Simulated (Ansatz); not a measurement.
## Ge wire along [111], 38 atoms a period, H-terminated: bands by functional and under strain

Aim: is the Ge wire along [111], 38 atoms a period, H-terminated a metal or a semiconductor?

Program: Ansatz 0.2.0. Level of theory: DFT PBE, plane waves, PAW; relaxation of a wire's period; PAW set soft_1, in the first sound run; inputs show where later runs differ. Results are calculated unless marked as measured.

### 1. Set-up

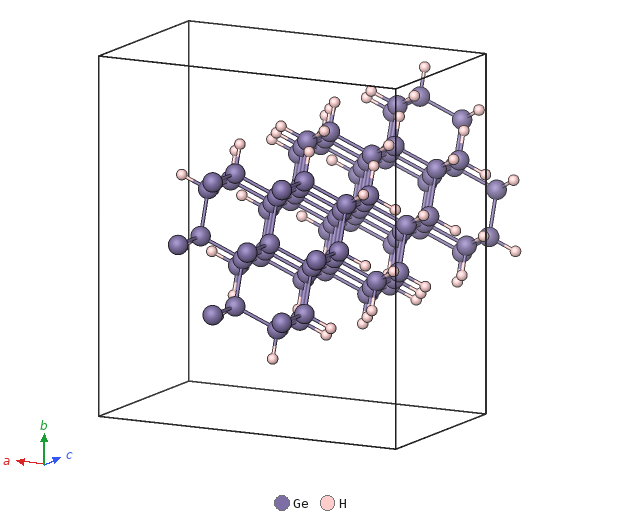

The starting structure, seen at a slant to the c axis (germanium purple, hydrogen pink). 1×1×2 cells are drawn. Some periodic images of atoms are drawn too.

The cell holds 68 atoms: 38 Ge and 30 H. Cell: a = 17.493 Å, b = 19.148 Å, c = 9.977 Å, α = 90.0°, β = 90.0°, γ = 90.0°. Vacuum lies along a and b. The structure's axis is c.

### 2. The relaxed wire

Band widths follow the bond lengths, so the wire is relaxed first. The atoms and the third cell vector are free; the box across stays fixed as vacuum. A Fermi-Dirac smearing is set since the result may be a metal. The pressure printed is a third of the stress's trace over the whole box, vacuum included; only the stress along the axis is relaxed.

Input file input.yaml:

```yaml
crystal:
  lattice:
    - [17.493, 0.0, 0.0]
    - [0.0, 19.148, 0.0]
    - [0.0, 0.0, 9.9766126516]
  atoms:
    - { symbol: Ge, position: [0.267177423, 0.499989681, 0.0] }
    - { symbol: Ge, position: [0.383593563, 0.684200315, 0.0] }
    - { symbol: Ge, position: [0.500009703, 0.499989681, 0.0] }
    - { symbol: Ge, position: [0.616425842, 0.684200315, 0.0] }
    - { symbol: Ge, position: [0.267177423, 0.499989681, 0.25] }
    - { symbol: Ge, position: [0.383593563, 0.315779046, 0.25] }
    - { symbol: Ge, position: [0.383593563, 0.684200315, 0.25] }
    - { symbol: Ge, position: [0.500009703, 0.499989681, 0.25] }
    - { symbol: Ge, position: [0.616425842, 0.315779046, 0.25] }
    - { symbol: Ge, position: [0.616425842, 0.684200315, 0.25] }
    - { symbol: Ge, position: [0.732841982, 0.499989681, 0.25] }
    - { symbol: H, position: [0.19436346, 0.661202403, 0.281211434] }
    - { symbol: H, position: [0.500009703, 0.177564236, 0.281211434] }
    - { symbol: H, position: [0.805655945, 0.661202403, 0.281211434] }
    - { symbol: H, position: [0.19436346, 0.461584048, 0.302121899] }
    - { symbol: H, position: [0.310779599, 0.277373414, 0.302121899] }
    - { symbol: H, position: [0.383593563, 0.761011581, 0.302121899] }
    - { symbol: H, position: [0.616425842, 0.761011581, 0.302121899] }
    - { symbol: H, position: [0.689239806, 0.277373414, 0.302121899] }
    - { symbol: H, position: [0.805655945, 0.461584048, 0.302121899] }
    - { symbol: Ge, position: [0.267177423, 0.622796771, 0.333333333] }
    - { symbol: Ge, position: [0.383593563, 0.438586136, 0.333333333] }
    - { symbol: Ge, position: [0.500009703, 0.622796771, 0.333333333] }
    - { symbol: Ge, position: [0.500009703, 0.254375502, 0.333333333] }
    - { symbol: Ge, position: [0.616425842, 0.438586136, 0.333333333] }
    - { symbol: Ge, position: [0.732841982, 0.622796771, 0.333333333] }
    - { symbol: Ge, position: [0.267177423, 0.622796771, 0.583333333] }
    - { symbol: Ge, position: [0.383593563, 0.438586136, 0.583333333] }
    - { symbol: Ge, position: [0.500009703, 0.622796771, 0.583333333] }
    - { symbol: Ge, position: [0.500009703, 0.254375502, 0.583333333] }
    - { symbol: Ge, position: [0.616425842, 0.438586136, 0.583333333] }
    - { symbol: Ge, position: [0.732841982, 0.622796771, 0.583333333] }
    - { symbol: H, position: [0.19436346, 0.415588224, 0.614544767] }
    - { symbol: H, position: [0.267177423, 0.300371326, 0.614544767] }
    - { symbol: H, position: [0.427195739, 0.784009493, 0.614544767] }
    - { symbol: H, position: [0.572823666, 0.784009493, 0.614544767] }
    - { symbol: H, position: [0.732841982, 0.300371326, 0.614544767] }
    - { symbol: H, position: [0.805655945, 0.415588224, 0.614544767] }
    - { symbol: H, position: [0.19436346, 0.584391138, 0.635455233] }
    - { symbol: H, position: [0.267177423, 0.699608036, 0.635455233] }
    - { symbol: H, position: [0.427195739, 0.215969869, 0.635455233] }
    - { symbol: H, position: [0.572823666, 0.215969869, 0.635455233] }
    - { symbol: H, position: [0.732841982, 0.699608036, 0.635455233] }
    - { symbol: H, position: [0.805655945, 0.584391138, 0.635455233] }
    - { symbol: Ge, position: [0.267177423, 0.377182591, 0.666666667] }
    - { symbol: Ge, position: [0.383593563, 0.561393226, 0.666666667] }
    - { symbol: Ge, position: [0.500009703, 0.377182591, 0.666666667] }
    - { symbol: Ge, position: [0.500009703, 0.74560386, 0.666666667] }
    - { symbol: Ge, position: [0.616425842, 0.561393226, 0.666666667] }
    - { symbol: Ge, position: [0.732841982, 0.377182591, 0.666666667] }
    - { symbol: Ge, position: [0.267177423, 0.377182591, 0.916666667] }
    - { symbol: Ge, position: [0.383593563, 0.561393226, 0.916666667] }
    - { symbol: Ge, position: [0.500009703, 0.377182591, 0.916666667] }
    - { symbol: Ge, position: [0.500009703, 0.74560386, 0.916666667] }
    - { symbol: Ge, position: [0.616425842, 0.561393226, 0.916666667] }
    - { symbol: Ge, position: [0.732841982, 0.377182591, 0.916666667] }
    - { symbol: H, position: [0.19436346, 0.538395314, 0.947878101] }
    - { symbol: H, position: [0.310779599, 0.722605948, 0.947878101] }
    - { symbol: H, position: [0.383593563, 0.238967781, 0.947878101] }
    - { symbol: H, position: [0.616425842, 0.238967781, 0.947878101] }
    - { symbol: H, position: [0.689239806, 0.722605948, 0.947878101] }
    - { symbol: H, position: [0.805655945, 0.538395314, 0.947878101] }
    - { symbol: H, position: [0.19436346, 0.338776959, 0.968788566] }
    - { symbol: H, position: [0.500009703, 0.822415125, 0.968788566] }
    - { symbol: H, position: [0.805655945, 0.338776959, 0.968788566] }
    - { symbol: Ge, position: [0.383593563, 0.315779046, 0.0] }
    - { symbol: Ge, position: [0.616425842, 0.315779046, 0.0] }
    - { symbol: Ge, position: [0.732841982, 0.499989681, 0.0] }
kpoints:
  mp_grid: { grid: [1, 1, 9] }
scf:
  occupations: { method: fermi_dirac, width: 0.05 }
hamiltonian:
  xc: pbe
  pseudopotentials: { kind: paw, azcp: { folder: soft_1 } }
relax:
  cell: { fix: [a, b, alpha, beta, gamma] }
  max_steps: 45
  f_tol: 0.03
```

The run is started by

```sh
> ansatz run input.yaml --threads 16 --pin off --max-ram 61440MiB --backend cuda --events-out ev --progress --plain --runs-dir out --max-vram 78GiB
```

Numbers of over 12 decimals in the logs are rounded to 6 here.

What it wrote:

```text
Engine: ansatz 0.2.0, aarch64-unknown-linux-gnu
Pseudopotentials: kind: paw
Pseudopotential: Ge, paw, valence charge 14, recommended cutoff 420 eV (normal), soft_1/Ge.paw.azcp
Pseudopotential: H, paw, valence charge 1, recommended cutoff 420 eV (normal), soft_1/H.paw.azcp
Functional definition: PBE
  parameter kappa = 0.804
  parameter beta = 0.066725
  exchange = pbe_x(kappa = kappa, mu = beta*pi^2/3)
  correlation = pbe_c(beta = beta)
[...]
Crystal: 68 atoms, lattice volume = 3341.726 Å³
Basis set: ecut = 420 eV, 65401 PW (Γ), exchange–correlation on 240×256×144 points (8 copies of the dense FFT grid, shifted against one another)
Bands: 349, of which v1, the nominal top of the filled ones, is band 281 counted from 1 (280 counted from 0)
Symmetry: 4 space group operations
Space group: P2/m (ITA 10), of the structure as read, at distance tolerance 1.5e-4 Å
k-points: 5 of 9
Non-local potential: Ge, projectors of the file, l = 0: 2, l = 1: 2, l = 2: 3, l = 3: 1
Non-local potential: H, projectors of the file, l = 0: 2, l = 1: 1
PAW form: soft (Blöchl's): semilocal exchange-correlation on the pseudo side does not see the compensation charge
PAW one-centre angular grid: Ge, 590 points (default); XC on 64 Gauss nodes
PAW one-centre angular grid: H, 110 points (default); XC on 64 Gauss nodes
Initial density: superposition of atomic densities (neutral atoms: chi_scale 0, normalization atom)
Initial wavefunctions: pseudopotential atomic-orbital guess
[...]
Functional: x = pbe(κ = 0.804, μ = 0.219515), c = pbe(β = 0.066725)
SCF iter   1: F=—  HF=-163686.283766 eV  |F-HF|=—  |Δ(HF+E_count)|=         —  Δρ=3.17e-2  dr2=2.81e1  ethr=3.10e-3  ⟨swp⟩=6.2  Hψ=6762  notcnv=0  defer=124
preconditioner: auto → Resta (q_TF=auto, 2.027 Å⁻¹)  ε∞=1.9  [insulator: Δε(μ)=1.820 eV  Ē_g=9.155 eV  σ=0.050 eV  W_gap=1.00  n_scr=468 (ndim 8)  ℏωp=8.7 eV  f_vac=0.590  D(μ)=0.00/eV (n_scr^D=0)  ε∞_Penn≈1.9  vacuum switching on, ρ_ref=6.1e-3 e/Å³]
SCF iter   2: F=—  HF=-163680.433274 eV  |F-HF|=—  |Δ(HF+E_count)|=    5.85e0  Δρ=1.46e-2  dr2=7.06e0  ethr=3.10e-3  ⟨swp⟩=3.0  Hψ=2378  notcnv=0  defer=286
[...]
SCF iter  11: F=-163678.757919 eV  HF=-163678.757919 eV  |F-HF|=6.02e-9  |Δ(HF+E_count)|=   2.28e-7  Δρ=5.93e-7  dr2=1.59e-8  ethr=1.78e-11  ⟨swp⟩=4.0  Hψ=4924  notcnv=0
SCF 1 converged in 11 iterations: F = -163678.757919 eV  dr2 = 1.59e-8
  greatest PAW one-centre occupation: 0.998 electrons in one spin orbital (limit 2), on the Ge atom at site 44 (counted from 0), in its partial waves of l = 2
relax step   1: F+E_penalty+E_count = -163678.75791935 eV  Δ(F+E_penalty+E_count) = +0.000e0 eV  max|allowed force component| = 2.737e-1 eV/Å  Δτ_max = 0.0000 Å  P = -0.513 GPa  Ω = 3341.726 Å³  fix = [a, b, alpha, beta, gamma]  reactions: a -0.558, b -0.559 GPa; alpha -0.000 GPa/rad  (11 SCF iters, dr2 threshold 1.00e-7 eV, accepted)
[...]
Crystal: 68 atoms, lattice volume = 3348.040 Å³
Basis set: ecut = 420 eV, 65545 PW (Γ), exchange–correlation on 240×256×144 points (8 copies of the dense FFT grid, shifted against one another)
[...]
iter 1 solved again at ethr=1.01e-4 eV; its pass at ethr=3.10e-3 eV (dr2=5.68e-1 eV) is discarded
SCF iter   1: F=—  HF=-163678.986350 eV  |F-HF|=—  |Δ(HF+E_count)|=         —  Δρ=5.69e-3  dr2=5.86e-1  ethr=1.01e-4  ⟨swp⟩=5.4  Hψ=7072  notcnv=0
preconditioner: auto → Resta (q_TF=auto, 2.026 Å⁻¹)  ε∞=1.5  [insulator: Δε(μ)=1.947 eV  Ē_g=21.838 eV  σ=0.050 eV  W_gap=1.00  n_scr=468 (ndim 8)  ℏωp=15.2 eV  f_vac=0.637  D(μ)=0.00/eV (n_scr^D=0)  ε∞_Penn≈1.5  vacuum switching on, ρ_ref=3.5e-2 e/Å³]
SCF iter   2: F=—  HF=-163678.937341 eV  |F-HF|=—  |Δ(HF+E_count)|=   4.90e-2  Δρ=2.45e-3  dr2=1.81e-1  ethr=1.01e-4  ⟨swp⟩=7.2  Hψ=2855  notcnv=0
[...]
SCF iter   7: F=-163678.918817 eV  HF=-163678.918816 eV  |F-HF|=1.18e-6  |Δ(HF+E_count)|=   1.52e-7  Δρ=1.61e-5  dr2=4.45e-6  ethr=8.33e-10  ⟨swp⟩=3.2  Hψ=6414  notcnv=0
SCF 2 converged in 7 iterations: F = -163678.918817 eV  dr2 = 4.45e-6
  greatest PAW one-centre occupation: 0.998 electrons in one spin orbital (limit 2), on the Ge atom at site 47 (counted from 0), in its partial waves of l = 2
relax step   2: F+E_penalty+E_count = -163678.91881748 eV  Δ(F+E_penalty+E_count) = -1.609e-1 eV  max|allowed force component| = 1.740e-1 eV/Å  Δτ_max = 0.0968 Å  P = +0.017 GPa  Ω = 3348.040 Å³  energy of the carried Pulay correction = -8.643e-4 eV  fix = [a, b, alpha, beta, gamma]  reactions: a +0.075, b +0.073 GPa; alpha +0.000 GPa/rad  (7 SCF iters, dr2 threshold 4.68e-6 eV, accepted)
[...]
SCF 3 converged in 7 iterations: F = -163678.985517 eV  dr2 = 8.16e-7
relax step   3: F+E_penalty+E_count = -163678.98551710 eV  Δ(F+E_penalty+E_count) = -6.670e-2 eV  max|allowed force component| = 1.951e-2 eV/Å  Δτ_max = 0.0388 Å  P = -0.017 GPa  Ω = 3334.912 Å³  energy of the carried Pulay correction = +9.345e-4 eV  fix = [a, b, alpha, beta, gamma]  reactions: a -0.019, b -0.021 GPa; alpha +0.000 GPa/rad  (7 SCF iters, dr2 threshold 1.89e-6 eV, accepted)
[...]
SCF 4 converged in 6 iterations: F = -163678.984534 eV  dr2 = 4.41e-10
relax step   4: F+E_penalty+E_count = -163678.98453352 eV  Δ(F+E_penalty+E_count) = +9.836e-4 eV  max|allowed force component| = 1.947e-2 eV/Å  Δτ_max = 0.0000 Å  P = -0.017 GPa  Ω = 3334.912 Å³  fix = [a, b, alpha, beta, gamma]  reactions: a -0.019, b -0.020 GPa; alpha +0.000 GPa/rad  stress off target by 1.20e-2 GPa on what of the cell is left free  SCF on the basis re-selected at this cell (its energy is not comparable with the rows above)  (6 SCF iters)
[...]
SCF converged after 6 iterations
[...]
- { symbol: Ge, position: [0.615822, 0.681226, 0.248657] }
    - { symbol: Ge, position: [0.729714, 0.501008, 0.248655] }
    - { symbol: H, position: [0.197277, 0.659657, 0.281460] }
    - { symbol: H, position: [0.5, 0.180646, 0.281450] }
    - { symbol: H, position: [0.802723, 0.659657, 0.281460] }
    - { symbol: H, position: [0.197762, 0.462208, 0.300167] }
    - { symbol: H, position: [0.313061, 0.279759, 0.300169] }
    - { symbol: H, position: [0.384700, 0.758006, 0.300172] }
    - { symbol: H, position: [0.615300, 0.758006, 0.300172] }
    - { symbol: H, position: [0.686939, 0.279759, 0.300169] }
    - { symbol: H, position: [0.802238, 0.462208, 0.300167] }
    - { symbol: Ge, position: [0.269768, 0.621426, 0.334403] }
    - { symbol: Ge, position: [0.384288, 0.438957, 0.333503] }
    - { symbol: Ge, position: [0.5, 0.622055, 0.333505] }
    - { symbol: Ge, position: [0.5, 0.257114, 0.334398] }
    - { symbol: Ge, position: [0.615712, 0.438957, 0.333503] }
    - { symbol: Ge, position: [0.730232, 0.621426, 0.334403] }
    - { symbol: Ge, position: [0.270061, 0.621272, 0.580993] }
    - { symbol: Ge, position: [0.384494, 0.439066, 0.583133] }
    - { symbol: Ge, position: [0.5, 0.621838, 0.583136] }
    - { symbol: Ge, position: [0.5, 0.257424, 0.580989] }
    - { symbol: Ge, position: [0.615506, 0.439066, 0.583133] }
    - { symbol: Ge, position: [0.729939, 0.621272, 0.580993] }
    - { symbol: H, position: [0.197202, 0.415477, 0.615835] }
    - { symbol: H, position: [0.268489, 0.302678, 0.615832] }
    - { symbol: H, position: [0.428713, 0.781812, 0.615834] }
    - { symbol: H, position: [0.571287, 0.781812, 0.615834] }
    - { symbol: H, position: [0.731511, 0.302678, 0.615832] }
    - { symbol: H, position: [0.802798, 0.415477, 0.615835] }
    - { symbol: H, position: [0.197202, 0.584502, 0.634165] }
    - { symbol: H, position: [0.268489, 0.697301, 0.634168] }
    - { symbol: H, position: [0.428713, 0.218167, 0.634166] }
    - { symbol: H, position: [0.571287, 0.218167, 0.634166] }
    - { symbol: H, position: [0.731511, 0.697301, 0.634168] }
    - { symbol: H, position: [0.802798, 0.584502, 0.634165] }
    - { symbol: Ge, position: [0.270061, 0.378707, 0.669007] }
    - { symbol: Ge, position: [0.384494, 0.560914, 0.666867] }
    - { symbol: Ge, position: [0.5, 0.378141, 0.666864] }
    - { symbol: Ge, position: [0.5, 0.742555, 0.669011] }
    - { symbol: Ge, position: [0.615506, 0.560914, 0.666867] }
    - { symbol: Ge, position: [0.729939, 0.378707, 0.669007] }
    - { symbol: Ge, position: [0.269768, 0.378553, 0.915597] }
    - { symbol: Ge, position: [0.384288, 0.561023, 0.916497] }
    - { symbol: Ge, position: [0.5, 0.377924, 0.916495] }
    - { symbol: Ge, position: [0.5, 0.742865, 0.915602] }
    - { symbol: Ge, position: [0.615712, 0.561023, 0.916497] }
    - { symbol: Ge, position: [0.730232, 0.378553, 0.915597] }
    - { symbol: H, position: [0.197762, 0.537771, 0.949833] }
    - { symbol: H, position: [0.313061, 0.720220, 0.949831] }
    - { symbol: H, position: [0.384700, 0.241974, 0.949828] }
    - { symbol: H, position: [0.615300, 0.241974, 0.949828] }
    - { symbol: H, position: [0.686939, 0.720220, 0.949831] }
    - { symbol: H, position: [0.802238, 0.537771, 0.949833] }
    - { symbol: H, position: [0.197277, 0.340322, 0.968540] }
    - { symbol: H, position: [0.5, 0.819334, 0.968550] }
    - { symbol: H, position: [0.802723, 0.340322, 0.968540] }
    - { symbol: Ge, position: [0.384178, 0.318753, 0.00134333] }
    - { symbol: Ge, position: [0.615822, 0.318753, 0.00134333] }
    - { symbol: Ge, position: [0.729714, 0.498972, 0.00134476] }
```

It took 7.1 s on 1 × NVIDIA GB200 with 16 threads of Arm Neoverse V2, shared host; peak memory 2 GiB; 28 s of CPU time.

The steps of the relaxation:

| step | energy less that of the first step (eV) | largest force component (eV/Å) | pressure (GPa) | volume (Å³) |
| --- | --- | --- | --- | --- |
| 1 | 0.0000 | 0.2737 | -0.51 | 3341.73 |
| 2 | -0.1609 | 0.1740 | 0.02 | 3348.04 |
| 3 | -0.2276 | 0.0195 | -0.02 | 3334.91 |
| 4 | -0.2266 | 0.0195 | -0.02 | 3334.91 |

Forces are held to the 4 operations that the run works with; a distortion that breaks them can't arise in this run.

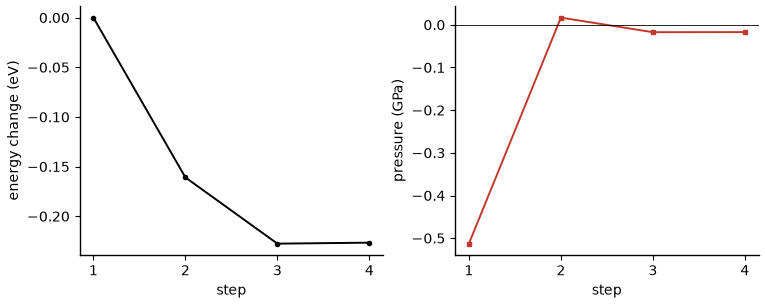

Energy and pressure along the relaxation.

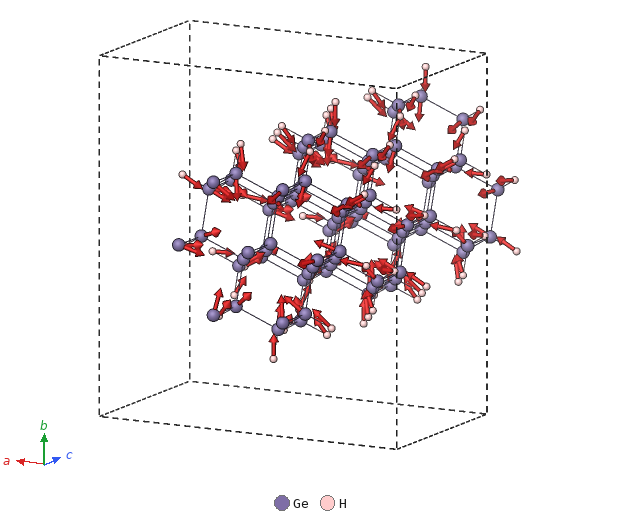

Displacements in the relaxation, exaggerated, measured against the changing cell; the longest in the cell stands for 0.06 Å. 1×1×2 cells are drawn. Some periodic images of atoms are drawn too.

| cell as run | before | after | change |
| --- | --- | --- | --- |
| c (Å) | 9.977 | 9.956 | -0.2 % |

The atoms that moved most (Å, along periodic axes as changes of fractional coordinates times the final cell, across vacuum about the mean position):

| atom | dx | dy | dz | length |
| --- | --- | --- | --- | --- |
| H57 | 0.060 | -0.012 | 0.019 | 0.064 |
| H15 | 0.060 | 0.012 | -0.019 | 0.064 |
| H62 | -0.060 | -0.012 | 0.019 | 0.064 |
| H20 | -0.060 | 0.012 | -0.019 | 0.064 |
| H58 | 0.040 | -0.046 | 0.019 | 0.064 |
| H61 | -0.040 | -0.046 | 0.019 | 0.064 |
| H16 | 0.040 | 0.046 | -0.019 | 0.064 |
| H19 | -0.040 | 0.046 | -0.019 | 0.064 |

Numbers from this step:

| Quantity | Value |
| --- | --- |
| cell length along the wire | 9.956 Å |

The cell's length comes to 9.956 Å with spin left out.

(Continued in part 2 of 3.)

[Logs are printed without paths, hosts, clocks, repeated set-up lines and the standing remarks that a program may print on its own settings, such as how far it seeks lower states.]

[Hosts, paths, dates, database ids (printed as entryN), source tags and the programs' standing remarks are cut or masked in the printed files.]
